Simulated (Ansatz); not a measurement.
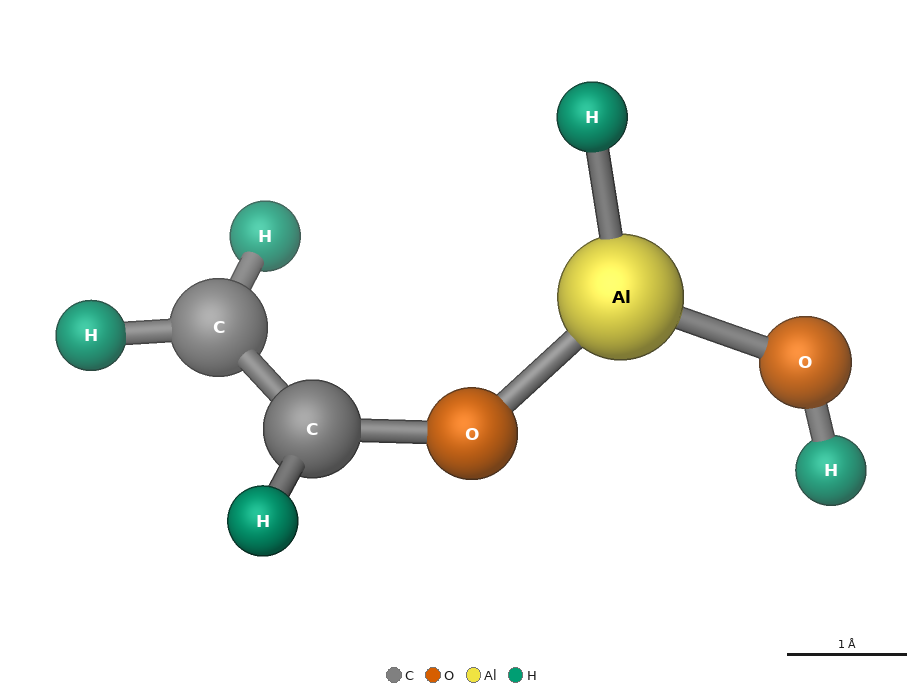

Atoms fade into the background with distance from the viewer. Computed geometry: PBE0-D4/def2-TZVP optimisation. No frequency run is at hand to confirm it as a minimum. Masses are those of the most abundant isotopes; constants are for the rigid equilibrium geometry.

Question: What kind of rotor is it, and what are its rotational constants in GHz?

Answer: An asymmetric top (C1): A = 15.8, B = 1.91, C = 1.77 GHz. Ray's parameter κ is −0.98, close to the prolate limit.
